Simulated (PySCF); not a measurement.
**InBSiH4ClF (SMILES F[B]([InH2])[SiH2]Cl) at 6 levels**

Aim: a comparison of 6 runs (HF/3-21G, HF/def2-SVP, PBE0/STO-3G, PBE0/def2-SVPD, r2SCAN/def2-TZVP, CCSD/def2-SVP) of InBSiH4ClF. 

Program for the calculation: PySCF 2.14.0.

2 further runs of the same task are left out: 2 set aside as unsound or not needed.

### 1 Starting point

The species is InBSiH4ClF (9 atoms), meant as a singlet with charge 0. As SMILES, `F[B]([InH2])[SiH2]Cl`. Geometry: a GFN2-xTB relaxation, a rough one for these elements and not checked as a minimum. This is one conformer, not always the lowest.

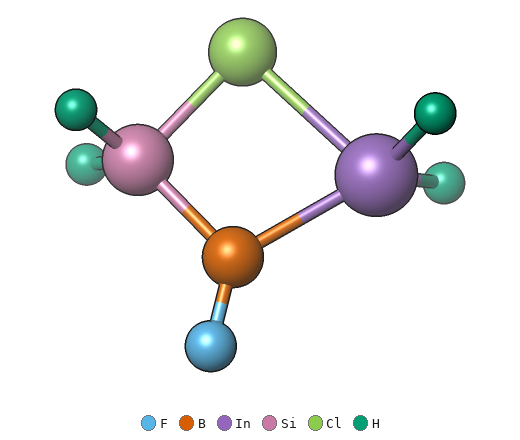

The structure, seen from a chosen angle (fluorine blue, boron orange, indium purple, silicon pink, chlorine green, hydrogen teal).

### 2 Energy and gradient at HF/3-21G (run 1)

File calc.py:

```python
from pyscf import gto, scf

system = gto.Mole()
system.atom = '''
F    0.248050  -2.456580   0.729870
B    0.166340  -1.178550   0.415940
In   1.726390   0.429210  -0.227310
Si  -1.556200  -0.212060   0.190340
Cl  -0.640720   1.604650  -0.510510
H    2.555950   1.515730   0.821940
H    2.340080   0.509260  -1.839230
H   -2.346660   0.284540   1.322470
H   -2.493240  -0.496210  -0.903490
'''
system.spin = 0
system.max_memory = 1860
system.charge = 0
system.verbose = 4
system.basis = '3-21g'
system.build()

calc0 = scf.RHF(system)
calc0.conv_tol = 1e-10
calc0.kernel()
if not calc0.converged:
    calc0 = calc0.newton().run(calc0.mo_coeff, calc0.mo_occ)

energy = calc0.e_tot
print('Final energy', energy)
grad = calc0.nuc_grad_method().kernel()
calc0.analyze()
```

Command:

```sh
$ OMP_NUM_THREADS=1 python calc.py
```

The log of the run:

```text
PySCF version 2.14.0

[... 79 lines left out ...]
Total Energy =                       -6585.225551559624364
[... 12 lines left out ...]
MO #6   energy= -104.125461719609  occ= 2
[... 10 lines left out ...]
MO #17  energy= -17.477581812389   occ= 2
[... 10 lines left out ...]
MO #28  energy= -3.4582076397505   occ= 2
[... 10 lines left out ...]
MO #39  energy= -0.759609803071557 occ= 2
[... 10 lines left out ...]
MO #50  energy= 0.0329017170752466 occ= 0
[... 10 lines left out ...]
MO #61  energy= 0.35029126123196   occ= 0
[... 10 lines left out ...]
MO #72  energy= 0.85271522576273   occ= 0
[... 10 lines left out ...]
MO #83  energy= 3.97526974553212   occ= 0
[... 95 lines left out ...]
Dipole moment(X, Y, Z, Debye): -2.53039, -2.70449,  1.34373
```

Wall time 7.8 s (1 thread of Intel Xeon at 2.70GHz, shared host); peak memory 0.16 GiB.

### 3 Energy and gradient at HF/def2-SVP (core potential) (run 2)

File job.py:

```python
import pyscf.grad
from pyscf import gto, scf

mol = gto.M(
    atom='''
F      0.468747    -4.642263     1.379254
B      0.314337    -2.227137     0.786013
In     3.262404     0.811089    -0.429554
Si    -2.940792    -0.400735     0.359690
Cl    -1.210785     3.032349    -0.964724
H      4.830045     2.864315     1.553241
H      4.422110     0.962362    -3.475641
H     -4.434545     0.537703     2.499106
H     -4.711541    -0.937701    -1.707349
''',
    max_memory=1860,
    basis='def2-svp',
    verbose=4,
    charge=0,
    unit='bohr',
    ecp={'In': 'def2-svp'},
)

calc0 = scf.RHF(mol)
calc0.conv_tol = 1e-10
calc0.kernel()
if not calc0.converged:
    calc0 = calc0.newton().run(calc0.mo_coeff, calc0.mo_occ)

energy = calc0.e_tot
print('E(%s) = %.9f' % ('HF', energy))
grad = calc0.Gradients().kernel()
dip = calc0.dip_moment()
pop, q = calc0.mulliken_pop()
```

Command:

```sh
$ OMP_NUM_THREADS=1 python job.py
```

The log of the run:

```text
PySCF version 2.14.0

[... 69 lines left out ...]
converged SCF energy = -1063.78677992857
[... 12 lines left out ...]
Dipole moment(X, Y, Z, Debye): -2.68727, -1.67533,  0.96401
[... 120 lines left out ...]
charge of    8H =     -0.09743
```

Wall time 17 s (1 thread of Intel Xeon at 2.70GHz, shared host); peak memory 0.26 GiB.

Runs 3 to 5 aren't shown in full; the table further down has their settings and results.

### 4 The energy at CCSD/def2-SVP (core potential) (run 6)

File input.py:

```python
from pyscf import gto, scf, cc

system = gto.M(
    atom=[
    ('F', (0.248050, -2.456580, 0.729870)),
    ('B', (0.166340, -1.178550, 0.415940)),
    ('In', (1.726390, 0.429210, -0.227310)),
    ('Si', (-1.556200, -0.212060, 0.190340)),
    ('Cl', (-0.640720, 1.604650, -0.510510)),
    ('H', (2.555950, 1.515730, 0.821940)),
    ('H', (2.340080, 0.509260, -1.839230)),
    ('H', (-2.346660, 0.284540, 1.322470)),
    ('H', (-2.493240, -0.496210, -0.903490)),
],
    ecp={'In': 'def2-svp'},
    max_memory=1860,
    basis='def2-svp',
    charge=0,
    verbose=3,
)

calc0 = scf.RHF(system)
calc0.conv_tol = 1e-10
calc0.kernel()
if not calc0.converged:
    calc0 = calc0.newton().run(calc0.mo_coeff, calc0.mo_occ)

mycc = cc.CCSD(calc0, frozen=16)
mycc.kernel()
e_final = mycc.e_tot
print('E(%s) = %.9f' % ('CCSD', e_final))
calc0.analyze()
```

Command:

```sh
$ OMP_NUM_THREADS=1 python input.py
```

The log of the run:

```text
converged SCF energy = -1063.78677992115
[... 8 lines left out ...]
MO #6   energy= -8.0510622851658   occ= 2
[... 12 lines left out ...]
MO #19  energy= -1.01499903481215  occ= 2
[... 12 lines left out ...]
MO #32  energy= -0.474630429514534 occ= 2
[... 12 lines left out ...]
MO #45  energy= 0.244429965614173  occ= 0
[... 12 lines left out ...]
MO #58  energy= 0.578508774799135  occ= 0
[... 12 lines left out ...]
MO #71  energy= 1.02521817663313   occ= 0
[... 12 lines left out ...]
MO #84  energy= 1.56379294276778   occ= 0
[... 12 lines left out ...]
MO #97  energy= 2.0683221026273    occ= 0
[... 12 lines left out ...]
MO #110 energy= 61.6990804755093   occ= 0
[... 10 lines left out ...]
Dipole moment(X, Y, Z, Debye): -2.68727, -1.67533,  0.96401
```

Run time: 60 s. Hardware: 1 thread of Intel Xeon at 2.70GHz, shared host; peak memory 0.85 GiB.

### 5 All runs side by side

```
run                              level  core potential  integration grid   energy (Eh)  dipole moment (D) of the reference  HOMO energy (eV)  LUMO energy (eV)  wall time
  1                           HF/3-21G               –                 –  -6585.225552                                3.94             -9.45              0.90      7.8 s
  2       HF/def2-SVP (core potential)        def2-svp                 –  -1063.786780                                3.31             -9.34              0.95       17 s
  3                        PBE0/STO-3G               –                 5  -6550.982441                                3.94             -3.75              1.85       34 s
  4    PBE0/def2-SVPD (core potential)        def2-svp                 5  -1066.231687                                2.82             -6.87             -2.64    1.9 min
  5  r2SCAN/def2-TZVP (core potential)        def2-svp                 5  -1066.996889                                2.70             -5.94             -3.28    7.2 min
  6     CCSD/def2-SVP (core potential)        def2-svp                 –  -1064.428218                                3.31             -9.34              0.95       60 s
```

### 6 Results

| quantity | value |
| --- | --- |
| run 6: total energy | -1064.42822 Eh |
| run 6: dipole moment (Hartree–Fock density) | 3.31 D |
| run 6: HOMO energy (Hartree–Fock orbitals) | -9.34 eV |
| run 6: LUMO energy (Hartree–Fock orbitals) | 0.95 eV |
| run 6: HOMO–LUMO gap (Hartree–Fock orbitals) | 10.28 eV |
| run 6: correlation energy (16 core orbitals frozen) | -641.4 mEh |
| run 6: T1 diagnostic | 0.013 |

In words: Over runs 1, 2, 3, 4, 5 the dipole moment (its size) runs from 2.70 D (r2SCAN/def2-TZVP) to 3.94 D (HF/3-21G). The two ends differ in method and basis and core potential. Over runs 1, 2, 3, 4, 5 the HOMO–LUMO gap runs from 2.66 eV (r2SCAN/def2-TZVP) to 10.35 eV (HF/3-21G). Totals of different functionals can't be ranked against each other. Some runs of one species differ in core potentials or relativity; totals across that change don't compare. In run 3 the basis is minimal, so the values are rough. In runs 1, 3 relativity is left out where basis or elements ask for it. All runs together took 11 min, the longest 7.2 min.
